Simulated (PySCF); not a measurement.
# BH2F (SMILES BF) at CCSD(T)/cc-pV(T+d)Z

What is the vertical singlet–triplet gap of BH2F at CCSD(T)/cc-pV(T+d)Z? The job is set up through a Python script.

Program for the calculation: PySCF 2.14.0.

## 1. The structure to begin with

BH2F has 4 atoms, charge 0, and is taken as a singlet. As SMILES, `BF`. Geometry: relaxed at PBE0-D4/def2-TZVP.

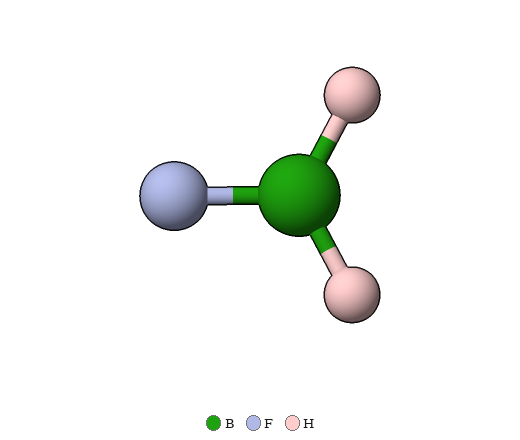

Viewed from a chosen angle; boron green, fluorine light blue, hydrogen pink.

## 2. A single-point energy at CCSD(T)/cc-pV(T+d)Z

The input, mol.xyz:

```xyz
4

B     -0.027300    -0.004000    -0.030800
F      1.061200    -0.296700     0.649900
H     -1.012500    -0.649100     0.186200
H      0.034200     0.889600    -0.825600
```

The input, input.py:

```python
from pyscf import gto, scf, cc

system = gto.Mole()
system.atom = 'mol.xyz'
system.spin = 0
system.basis = 'cc-pv(t+d)z'
system.max_memory = 1860
system.verbose = 3
system.build()

mf = scf.RHF(system)
mf.conv_tol = 1e-10
mf.kernel()
if not mf.converged:
    mf = mf.newton().run(mf.mo_coeff, mf.mo_occ)

mycc = cc.CCSD(mf, frozen=2)
mycc.kernel()
e_t = mycc.ccsd_t()
energy = mycc.e_tot + e_t
print(f'total energy: {energy:.8f} hartree')
```

On the command line:

```
$ OMP_NUM_THREADS=1 python input.py
```

What it wrote:

```text
converged SCF energy = -125.373425822102
E(CCSD) = -125.7450375035668  E_corr = -0.3716116814651244
CCSD(T) correction = -0.0102685276106491
total energy: -125.75530603 hartree
```

Run time: 6.3 s. Hardware: 1 thread of Intel Xeon 6975P-C (Granite Rapids), shared host; peak memory 0.42 GiB.

## 3. The triplet, same level

The input, input.py:

```python
from pyscf import gto, cc

molecule = gto.M(
    atom='B -0.027300 -0.004000 -0.030800; F 1.061200 -0.296700 0.649900; H -1.012500 -0.649100 0.186200; H 0.034200 0.889600 -0.825600',
    verbose=3,
    max_memory=1860,
    spin=2,
    basis='cc-pv(t+d)z',
)

mf = molecule.UHF()
mf.conv_tol = 1e-10
mf.kernel()
if not mf.converged:
    mf = mf.newton().run(mf.mo_coeff, mf.mo_occ)

mycc = cc.CCSD(mf, frozen=2)
mycc.kernel()
e_t = mycc.ccsd_t()
energy = mycc.e_tot + e_t
print('E = %.10f Eh' % energy)
```

On the command line:

```
$ OMP_NUM_THREADS=1 python input.py
```

What it wrote:

```text
WARN: HOMO 0.0227563461895635 >= LUMO -0.351731997251925

converged SCF energy = -125.150632265904  <S^2> = 2.0193856  2S+1 = 3.012896
E(UCCSD) = -125.5236211814731  E_corr = -0.3729889155688999
UCCSD(T) correction = -0.0128770859573016
E = -125.5364982674 Eh
```

Run time: 30 s. Hardware: 1 thread of Intel Xeon 6975P-C (Granite Rapids), shared host; peak memory 2.5 GiB.

## 4. Summary of results

At CCSD(T)/cc-pV(T+d)Z, 2 core orbitals frozen:

| quantity | value |
| --- | --- |
| singlet: total energy | -125.75531 Eh |
| singlet: dipole moment (Hartree–Fock density) | 0.99 D |
| singlet: HOMO energy (Hartree–Fock orbitals) | -13.26 eV |
| singlet: LUMO energy (Hartree–Fock orbitals) | 2.38 eV |
| singlet: HOMO–LUMO gap (Hartree–Fock orbitals) | 15.63 eV |
| singlet: correlation energy (2 core orbitals frozen) | -381.9 mEh |
| singlet: (T) correction | -10.27 mEh |
| singlet: T1 diagnostic | 0.013 |
| triplet: total energy | -125.53650 Eh |
| triplet: dipole moment (Hartree–Fock density) | 1.52 D |
| triplet: HOMO energy (Hartree–Fock orbitals) (highest over α and β) | -7.03 eV |
| triplet: LUMO energy (Hartree–Fock orbitals) (lowest over α and β) | -2.99 eV |
| triplet: correlation energy (2 core orbitals frozen) | -385.9 mEh |
| triplet: (T) correction | -12.88 mEh |
| triplet: ⟨S²⟩ of the reference determinant | 2.019 |
| triplet: T1 diagnostic | 0.026 |
| vertical energy of the triplet above the singlet | 5.954 eV |

**Reading.** At this shape the triplet lies 5.95 eV (574 kJ/mol) above the singlet. Mulliken charges (singlet) of the mean-field density run from -0.27 on F2 to +0.29 on B1. The triples (singlet) make up 2.7 % of the correlation energy. The triples (triplet) make up 3.3 % of the correlation energy.
